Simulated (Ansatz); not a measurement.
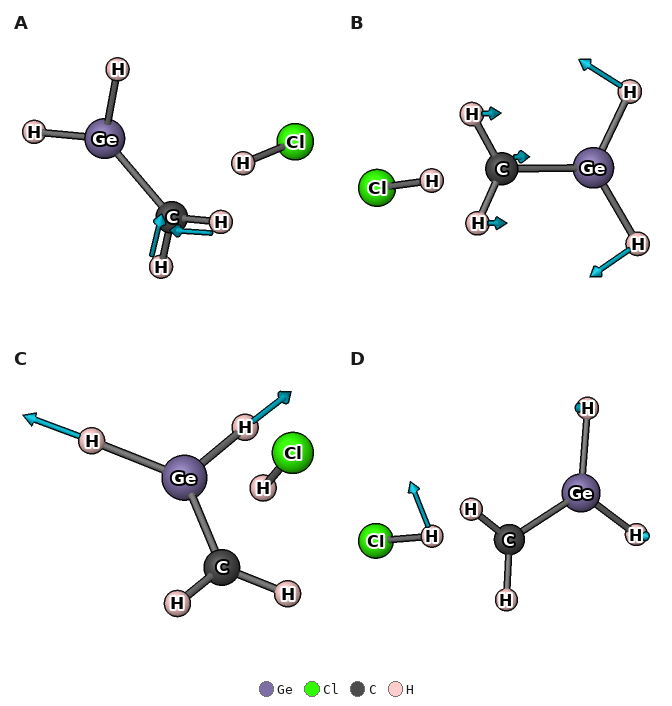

4 normal modes of one molecule or complex, as arrows. Harmonic vibrations computed with RKS PBE0-D4/def2-TZVP (Ansatz 0.2.0) at a stationary point of the same level.

Match the panels to the wavenumbers 480 cm⁻¹, 876 cm⁻¹, 2204 cm⁻¹, 3170 cm⁻¹.

Answer. A: 3170 cm⁻¹, in-phase stretching of 2 C–H bonds
B: 876 cm⁻¹
C: 2204 cm⁻¹, in-phase stretching of 2 Ge–H bonds
D: 480 cm⁻¹
